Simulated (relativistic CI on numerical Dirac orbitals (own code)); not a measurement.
# Relativistic CI calculation, with input and output: Hf²⁺

Hf²⁺. Computed at this level: Dirac-Coulomb-Breit CI, KLI orbitals of one mean potential, model QED (radiative potential, 1s self-energy scaled to tabulated hydrogen-like ionisation energies), valence Slater integrals scaled by 0.85, P86 correlation energy added to each configuration (relativistic CI on numerical Dirac orbitals, in-house).

**Input**
```
atom Hf  Z=72  charge=2  electrons=70
nucleus A=180  rms_radius_fm=5.3470
hamiltonian dirac-coulomb  breit=on  qed=on  c_scale=1
orbitals kli  potential=mean
slater_scale 0.85
correlation p86
mixing on
configurations
  [Xe] 4f14 5d2
  [Xe] 4f14 6s2
  [Xe] 4f14 5d 6p
  [Xe] 4f14 6s 6p
  [Xe] 4f14 5d 5f
  [Xe] 4f14 5d 5g
  [Xe] 4f14 5d 6d
  [Xe] 4f14 5d 7s
  [Xe] 4f14 5d 7p
  [Xe] 4f14 6p2
  [Xe] 4f14 6s 7s
  [Xe] 4f14 5f2
  [Xe] 4f14 5d 7d
  [Xe] 4f13 5d3
  [Xe] 4f14 5d 6f
  [Xe] 4f14 5f 6s
end
```

Hardware: 1 CPU thread, shared host.

The run was one of a batch that the task file lists, launched with:
```bash
python <driver script> task.json out
```

The program writes its results to a structured record and prints no log; tables and figures of this report are taken from that record.

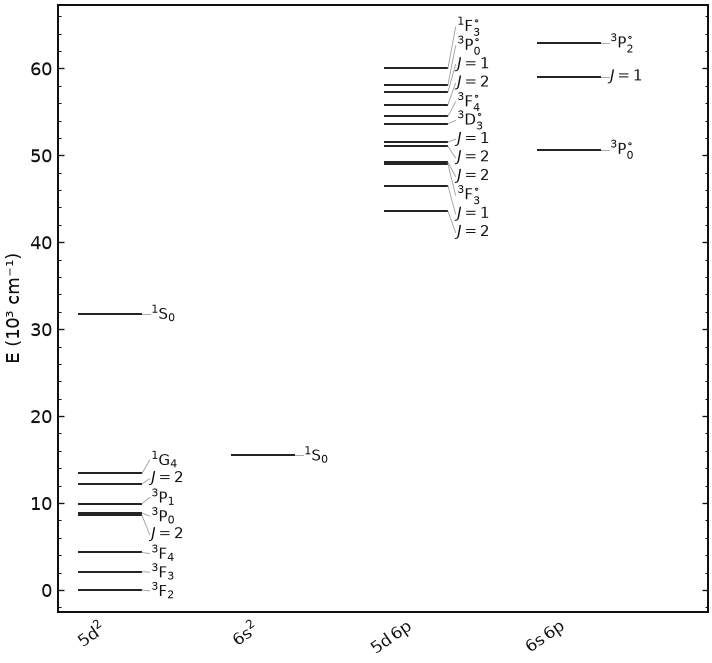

Fig. 1: Level diagram of Hf III (Hf²⁺). The lowest level is 5d² ³F₂. The first excited level, 5d² ³F₃, lies at 2,100 cm⁻¹. The ground term spreads over 4,310 cm⁻¹ in the order J = 2, 3, 4, a normal multiplet. The lowest level of opposite parity, 5d 6p [5d₃/₂ 6p₁/₂] J = 2, is at 43,600 cm⁻¹. The levels are in intermediate coupling, nearer jj (mean leading weight 75 % in LS and 75 % in jj).

| Configuration | Level | E (cm⁻¹) |
| --- | --- | --- |
| 5d² | ³F₂ | 0 |
| 5d² | ³F₃ | 2,098 |
| 5d² | ³F₄ | 4,312 |
| 5d² | [5d₃/₂ 5d₅/₂] J = 2 | 8,574 |
| 5d² | ³P₀ | 8,845 |
| 5d² | ³P₁ | 9,930 |
| 5d² | [(5d₅/₂)²] J = 2 | 12,190 |
| 5d² | ¹G₄ | 13,400 |
| 6s² | ¹S₀ | 15,470 |
| 5d² | ¹S₀ | 31,760 |
| 5d 6p | [5d₃/₂ 6p₁/₂] J = 2 | 43,560 |
| 5d 6p | [5d₃/₂ 6p₁/₂] J = 1 | 46,510 |
| 5d 6p | ³F°₃ | 48,970 |
| 5d 6p | [5d₅/₂ 6p₁/₂] J = 2 | 49,200 |
| 6s 6p | ³P°₀ | 50,620 |
| 5d 6p | [5d₃/₂ 6p₃/₂] J = 2 | 51,010 |
| 5d 6p | [5d₃/₂ 6p₃/₂] J = 1 | 51,520 |
| 5d 6p | ³D°₃ | 53,650 |

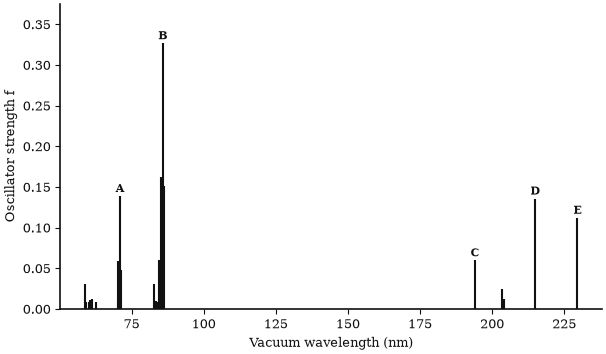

Fig. 2: Absorption lines from the lowest level (oscillator strengths f) for Hf III (Hf²⁺). A: 4f¹⁴ 5d 6f [5d₃/₂ 6f₇/₂] J = 3 ← 4f¹⁴ 5d² ³F₂, 71.07 nm, f = 0.14; B: 4f¹⁴ 5d 5f J = 3 (odd, mixed, level 63) ← 4f¹⁴ 5d² ³F₂, 85.82 nm, f = 0.33; C: 4f¹⁴ 5d 6p [5d₃/₂ 6p₃/₂] J = 1 ← 4f¹⁴ 5d² ³F₂, 194.1 nm, f = 0.060; D: 4f¹⁴ 5d 6p [5d₃/₂ 6p₁/₂] J = 1 ← 4f¹⁴ 5d² ³F₂, 215.0 nm, f = 0.14; E: 4f¹⁴ 5d 6p [5d₃/₂ 6p₁/₂] J = 2 ← 4f¹⁴ 5d² ³F₂, 229.6 nm, f = 0.11. The strongest, B, lies in the extreme ultraviolet region.

**Key numbers**

```
           quantity                     value
            outcome                 converged
       lowest level              4f¹⁴ 5d² ³F₂
first excited level  4f¹⁴ 5d² ³F₃, 2,098 cm⁻¹
    levels computed                       368
     SCF iterations                        12
          wall time                    0.82 s
```

**Notes**

To bear in mind: near-neutral ion: configurations can be misplaced by up to about 10000 cm⁻¹, over 20000 where the f count changes; rates and lifetimes follow the computed energies and can be off by orders of magnitude; the fine structure of a weakly bound d or f electron outside closed shells is too small or inverted; only a limited list of configurations is included, so lower levels can be missing; only lines among the lowest 200 of 368 levels are drawn, so those from 4f¹³ 5d³ are incomplete.
